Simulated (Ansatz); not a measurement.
We consider cubic perovskite EuTiO3, described by rVV10 (Ansatz, a first-principles code, PAW).

Run with plane-wave cutoff 520 eV, 14×14×14 k mesh, Fermi–Dirac smearing 0.05 eV, spin-polarised with parallel moments, scalar-relativistic PAW data made under PBE.

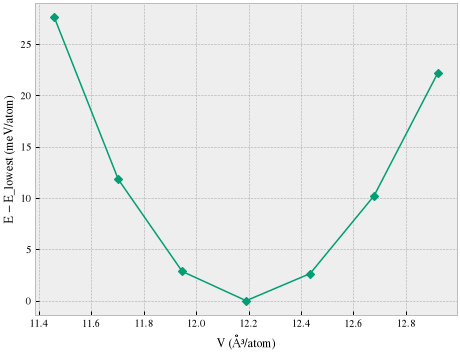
*Total energy against volume*

Problem. From the curve, estimate the equilibrium volume and the bulk modulus.

Solution. V0 ≈ 12.2 Å³/atom and B0 ≈ 180 GPa; the fit gives V0 = 12.191 Å³/atom, B0 = 180 GPa, B′ = 4.4.

Note: the magnetic order was assumed, not searched for or taken from measurement; the 4f shell is treated without U or exact exchange, so its levels and filling can be wrong; functionals without U or exact exchange can leave correlated insulators metallic, so the missing gap need not be real.

Spin–orbit coupling is not included; it can open a gap where bands touch, and shift volumes and moduli.

Static lattice: no zero-point or thermal effects.

It cost about 14 core-minutes (a rough figure) of CPU time.
